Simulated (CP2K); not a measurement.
# BF2 (SMILES F[B]F) at USVWN5/cc-pVTZ

What is the vertical ionisation energy of BF2 at USVWN5/cc-pVTZ? 

The calculation is run with CP2K 2026.2.

2 further runs of the same task are left out: 1 that didn't finish, 1 set aside as unsound or not needed.

**1. The molecule**

The species is BF2 (3 atoms), meant as a doublet with charge 0. As SMILES, `F[B]F`. Geometry: relaxed at PBE0-D4/def2-TZVP.

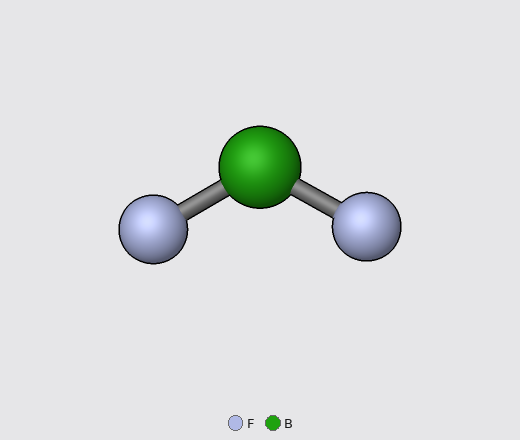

The structure, seen from a chosen angle (fluorine light blue, boron green).

**2. A single-point energy at USVWN5/cc-pVTZ**

molecule.inp reads:

```
&GLOBAL
  PROJECT molecule
  RUN_TYPE ENERGY
  PRINT_LEVEL MEDIUM
&END
&FORCE_EVAL
  METHOD QUICKSTEP
  &DFT
    BASIS_SET_FILE_NAME ./cc_pvtz.basis
    POTENTIAL_FILE_NAME POTENTIAL
    CHARGE 0
    MULTIPLICITY 2
    UKS T
    &QS
      METHOD GAPW
      EPS_DEFAULT 1.0E-10
    &END
    &MGRID
      CUTOFF 280
      REL_CUTOFF 50
      NGRIDS 4
    &END
    &POISSON
      PERIODIC NONE
      POISSON_SOLVER MULTIPOLE
    &END
    &SCF
      SCF_GUESS ATOMIC
      EPS_SCF 1.0E-06
      MAX_SCF 40
      &OT ON
        MINIMIZER CG
        PRECONDITIONER FULL_SINGLE_INVERSE
        LINESEARCH 3PNT
      &END
      &OUTER_SCF
        EPS_SCF 1.0E-06
        MAX_SCF 10
      &END
    &END
    &XC
      &XC_FUNCTIONAL
        &LDA_X
        &END
        &LDA_C_VWN
        &END
      &END
    &END
    &PRINT
      &MOMENTS
        PERIODIC F
        REFERENCE COM
        MAX_MOMENT 1
      &END
      &MO_CUBES
        NLUMO 5
        NHOMO -1
        WRITE_CUBE F
      &END
      &LOWDIN ON
      &END
      &HIRSHFELD OFF
      &END
    &END
  &END
  &SUBSYS
    &CELL
      ABC [angstrom] 8.3 8.8 7.5
      PERIODIC NONE
    &END
    &COORD
      F      4.808000     3.508400     3.996650
      B      4.573900     4.793200     4.017950
      F      3.492000     5.291600     3.482050
    &END
    &KIND F
      BASIS_SET cc-pVTZ
      POTENTIAL ALL
      LEBEDEV_GRID 194
      RADIAL_GRID 100
    &END
    &KIND B
      BASIS_SET cc-pVTZ
      POTENTIAL ALL
      LEBEDEV_GRID 194
      RADIAL_GRID 100
    &END
  &END
&END
```

Launch:

```bash
$ OMP_NUM_THREADS=1 cp2k.psmp molecule.inp > molecule.out
```

Log:

```text
CP2K| version string:                                       CP2K version 2026.2
[...]
 GLOBAL| Method name                                                        CP2K
[...]
 GLOBAL| Run type                                                         ENERGY
[...]
 DFT| Spin unrestricted (spin-polarized) Kohn-Sham calculation               UKS
 DFT| Multiplicity                                                             2
[...]
 DFT| Charge                                                                   0
[...]
 FUNCTIONAL| LDA_X:
[...]
 FUNCTIONAL| LDA_C_VWN:
[...]
 QS| Method:                                                                GAPW
[...]
 QS| Density cutoff [a.u.]:                                                140.0
[...]
 QS| Relative density cutoff [a.u.]:                                        25.0
[...]
                             - Atoms:                                          3
[...]
                             - Spherical basis functions:                     90
[...]
 Number of electrons:                                                         12
[...]
     1 OT CG       0.64E-01    0.8     0.34574917      -208.3523998605 -2.08E+02
[...]
    19 OT CG       0.11E-01    0.8     0.00000078      -223.1211575024 -2.80E-11
  *** SCF run converged in    19 steps ***
[...]
  Overlap energy of the core charge distribution:               0.00001373790659
  Self energy of the core charge distribution:               -225.37911717840331
  Core Hamiltonian energy:                                    -15.81106892136599
  Hartree energy:                                              33.63889602677477
  Exchange-correlation energy:                                 -9.81456243693966
[...]
                     Mulliken Population Analysis
 #  Atom  Element  Kind  Atomic population (alpha,beta) Net charge  Spin moment
       1     F        1         4.554561     4.531499    -0.086060     0.023062
       2     B        2         2.890966     1.936970     0.172065     0.953996
       3     F        1         4.554473     4.531531    -0.086005     0.022942
 # Total charge and spin       12.000000    11.000000     0.000000     1.000000
[...]
  Dipole moment [Debye]
    X=  0.7247849E-01 Y=  0.7082911E-01 Z=  0.4681510E-01  Total=      0.1116313
[...]
 HOMO - LUMO gap [eV] :    7.042785
 ENERGY| Total FORCE_EVAL ( QS ) energy [hartree]           -223.121157502373421
[...]
```

Wall time 3.3 min (1 thread of Intel Xeon Platinum 8488C (Sapphire Rapids), shared host); peak memory 0.42 GiB.

**3. The singlet cation, same level**

molecule.xyz reads:

```xyz
3

F      0.513100    -1.044300     0.160000
B      0.279000     0.240500     0.181300
F     -0.802900     0.738900    -0.354600
```

gas.inp reads:

```
&GLOBAL
 PROJECT gas
 RUN_TYPE ENERGY
 PRINT_LEVEL MEDIUM
&END GLOBAL

&FORCE_EVAL
 METHOD Quickstep
 &DFT
  BASIS_SET_FILE_NAME ./cc_pvtz.basis
  POTENTIAL_FILE_NAME POTENTIAL
  CHARGE 1
  MULTIPLICITY 1
  &QS
   METHOD GAPW
   EPS_DEFAULT 1.0E-10
  &END QS
  &MGRID
   CUTOFF 280
   REL_CUTOFF 50
   NGRIDS 4
  &END MGRID
  &POISSON
   PERIODIC NONE
   POISSON_SOLVER MULTIPOLE
  &END POISSON
  &SCF
   SCF_GUESS ATOMIC
   EPS_SCF 1.0E-06
   MAX_SCF 50
   &OT ON
    MINIMIZER DIIS
    PRECONDITIONER FULL_ALL
   &END OT
   &OUTER_SCF
    EPS_SCF 1.0E-06
    MAX_SCF 8
   &END OUTER_SCF
  &END SCF
  &XC
   &XC_FUNCTIONAL
    &LDA_X
    &END LDA_X
    &LDA_C_VWN
    &END LDA_C_VWN
   &END XC_FUNCTIONAL
  &END XC
  &PRINT
   &MOMENTS
    PERIODIC F
    REFERENCE COM
    MAX_MOMENT 1
   &END MOMENTS
   &MO_CUBES
    NLUMO 3
    NHOMO -1
    WRITE_CUBE F
   &END MO_CUBES
   &LOWDIN ON
   &END LOWDIN
   &HIRSHFELD OFF
   &END HIRSHFELD
  &END PRINT
 &END DFT
 &SUBSYS
  &CELL
   ABC [angstrom] 8.3 8.8 7.5
   PERIODIC NONE
  &END CELL
  &TOPOLOGY
   COORD_FILE_NAME molecule.xyz
   COORD_FILE_FORMAT XYZ
   &CENTER_COORDINATES
   &END CENTER_COORDINATES
  &END TOPOLOGY
  &KIND F
   BASIS_SET cc-pVTZ
   POTENTIAL ALL
   LEBEDEV_GRID 194
   RADIAL_GRID 100
  &END KIND
  &KIND B
   BASIS_SET cc-pVTZ
   POTENTIAL ALL
   LEBEDEV_GRID 194
   RADIAL_GRID 100
  &END KIND
 &END SUBSYS
&END FORCE_EVAL
```

Launch:

```bash
$ OMP_NUM_THREADS=1 cp2k.psmp -i gas.inp > gas.out 2>&1
```

Log:

```text
CP2K| version string:                                       CP2K version 2026.2
[...]
 GLOBAL| Method name                                                        CP2K
[...]
 GLOBAL| Run type                                                         ENERGY
[...]
 DFT| Spin restricted Kohn-Sham (RKS) calculation                            RKS
 DFT| Multiplicity                                                             1
[...]
 DFT| Charge                                                                   1
[...]
 FUNCTIONAL| LDA_X:
[...]
 FUNCTIONAL| LDA_C_VWN:
[...]
 QS| Method:                                                                GAPW
[...]
 QS| Density cutoff [a.u.]:                                                140.0
[...]
 QS| Relative density cutoff [a.u.]:                                        25.0
[...]
                             - Atoms:                                          3
[...]
                             - Spherical basis functions:                     90
[...]
 Number of electrons:                                                         22
[...]
     1 OT DIIS     0.15E+00    0.5     0.43556889      -206.2801525532 -2.06E+02
[...]
    44 OT DIIS     0.15E+00    0.4     0.00000087      -222.7478770178 -9.34E-10
  *** SCF run converged in    44 steps ***
[...]
  Overlap energy of the core charge distribution:               0.00001373790659
  Self energy of the core charge distribution:               -225.37911717840331
  Core Hamiltonian energy:                                    -16.45410417594302
  Hartree energy:                                              34.26612777440535
  Exchange-correlation energy:                                 -9.46796201028810
[...]
                     Mulliken Population Analysis
 #  Atom  Element  Kind  Atomic population                           Net charge
       1     F        1          8.887629                              0.112371
       2     B        2          4.223342                              0.776658
       3     F        1          8.889028                              0.110972
 # Total charge                             22.000000                  1.000000
[...]
  Dipole moment [Debye]
    X=  0.2121887E+01 Y=  0.1968418E+01 Z=  0.1399673E+01  Total=      3.2149897
[...]
 WARNING : did not converge in ot_eigensolver
 number of iterations          299  exceeded maximum
 current gradient / target gradient   2.5509304907241503E-005  /    1.0000000000000001E-005
[...]
 HOMO - LUMO gap [eV] :    4.925487
 ENERGY| Total FORCE_EVAL ( QS ) energy [hartree]           -222.747877017833275
[...]
```

Wall time 25 s (1 thread of Intel Xeon Platinum 8488C (Sapphire Rapids), shared host); peak memory 0.4 GiB.

**4. What came out**

Level: USVWN5/cc-pVTZ.

```
                                          quantity          value
                         doublet BF2: total energy  -223.12116 Eh
                        doublet BF2: dipole moment         0.11 D
   doublet BF2: HOMO energy (highest over α and β)       -5.64 eV
    doublet BF2: LUMO energy (lowest over α and β)       -3.67 eV
                                 doublet BF2: ⟨S²⟩          0.752
                      singlet cation: total energy  -222.74788 Eh
                       singlet cation: HOMO energy      -19.41 eV
                       singlet cation: LUMO energy      -14.49 eV
                     singlet cation: HOMO–LUMO gap        4.93 eV
vertical ionisation energy (to the singlet cation)      10.157 eV
```

Removing an electron at fixed nuclei costs 10.16 eV (980 kJ/mol). Only the singlet of the ionised species was computed; a triplet could lie lower.
